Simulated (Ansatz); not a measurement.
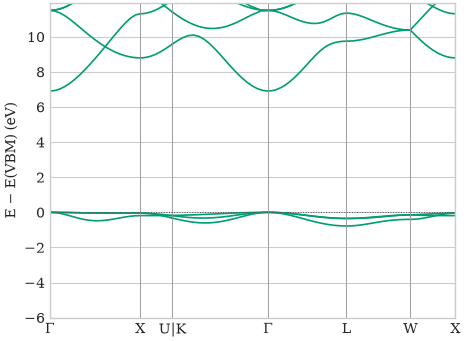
Fig. 1. Band structure from plane-wave PAW r²SCAN (Ansatz code)

Q: Read off the gap and where the band edges lie.

A: About 6.9 eV (6.91 eV by a search for the band edges); maximum at Γ, minimum at Γ.

Q: Which compound is it?
A) KF, rock salt
B) MgO, rock salt
C) AlN, rock salt
D) LiF, zinc blende

A: A, KF, rock salt

Space group Fm-3m (rock salt). The r²SCAN relaxation kept the symmetry of its start.

Potentials: the earlier of the program's two PAW sets. The files were generated under PBE; for other functionals the program regenerates the frozen cores, and for LDA and PBEsol the local potential too.
